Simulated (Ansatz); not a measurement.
# FH$_{3}$N$_{2}$OW (SMILES [NH]=[W](=[NH])([OH])[F]): what the fields show

Input file:

```
crystal:
  periodic: [false, false, false]
  atoms:
    - {symbol: F, position_ang: [-0.994962, 0.895771, 1.872126]}
    - {symbol: N, position_ang: [-0.567250, 1.202639, -1.024821]}
    - {symbol: "N", position_ang: [1.426089, -0.120754, 0.542416]}
    - {symbol: O, position_ang: [-1.040898, -1.555398, -0.165280]}
    - {symbol: W, position_ang: [-0.287431, 0.118068, 0.309704]}
    - {symbol: H, position_ang: [-0.369791, 1.818265, -1.805423]}
    - {symbol: H, position_ang: [2.409435, 0.034596, 0.344627]}
    - {symbol: H, position_ang: [-0.575204, -2.393187, -0.073349]}
basis:
  gaussian: {orbitals: def2-TZVPD}
magnetization: {spin_polarized: false, initial_magnetization: 0}
hamiltonian: {xc: {name: PBE0}}
output: {forces: true, orbitals: {seedname: orbitals}}
```

Launched as:

```sh
ansatz run input.yaml --threads 2 --pin off --max-ram 5220MiB --events-out events.jsonl --progress --plain --runs-dir runs
```

Geometry: PBE0-D4/def2-SVP; core potentials replace the inner electrons of W.

All numbers below come from Ansatz, isolated molecule in a Gaussian basis; Kohn-Sham density functional theory, functional PBE0.

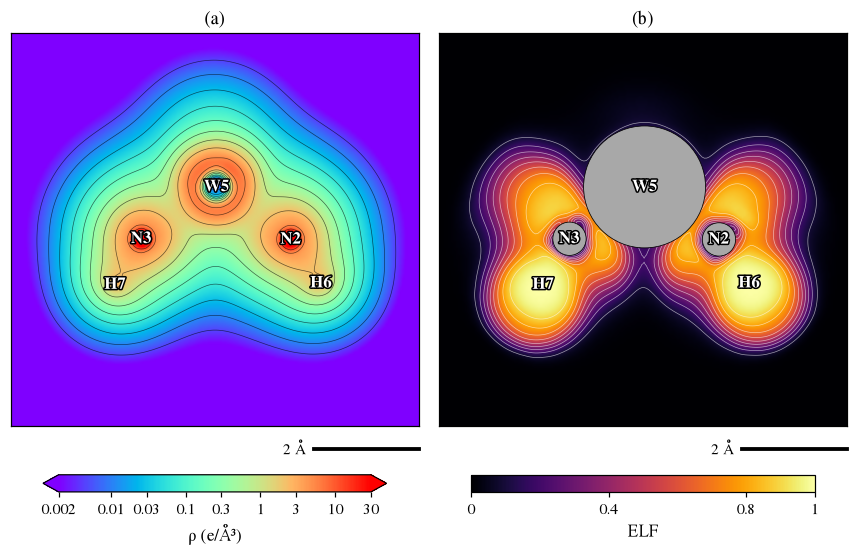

Figure 1. (a) electron density; (b) ELF on the plane of atoms W5, N2 and H6. Grey discs cover the atomic cores in the ELF map.

Question: What does the map show?

Answer: The plane passes through N, W and H nuclei. W–N (1.74 Å): the density is about 1.6 e/Å³ at the midpoint; the ELF peaks at about 0.75 in the valence shell of N, 0.5 Å from its nucleus, and drops to about 0.35 between the two atoms. N–H (1.01 Å): ρ is about 2.9 e/Å³ halfway; the ELF climbs to about 1 towards the hydrogen, as it does in any bond to H (a covalent bond by its length).

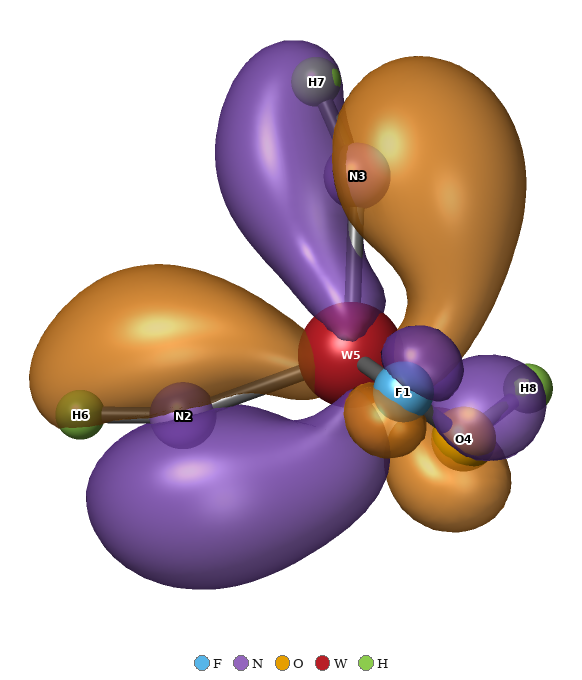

Figure 2. The HOMO at ±0.08 Å⁻³ᐟ² (orange and purple are the two phases), seen at a tilt.

Question: Where does this orbital lie, and at what energy?

Answer: Its weight (Hirshfeld) is mainly on N2 (about 40 %), N3 (about 30 %) and W5 (about 15 %); largely a combination of lone pairs on N2 and N3. Its energy is −7.91 eV.

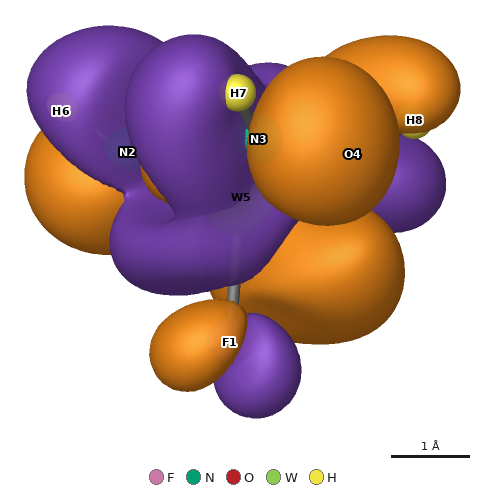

Figure 3. One frontier orbital at ±0.05 Å⁻³ᐟ² (orange and purple are the two phases), seen from one side.

Question: Which orbital is it: HOMO or LUMO?

Answer: The LUMO, at −1.17 eV. By Hirshfeld shares it lies mainly on W5 (about 60 %), N3 (about 10 %), N2 (about 10 %), O4 (about 10 %) and F1 (about 5 %).
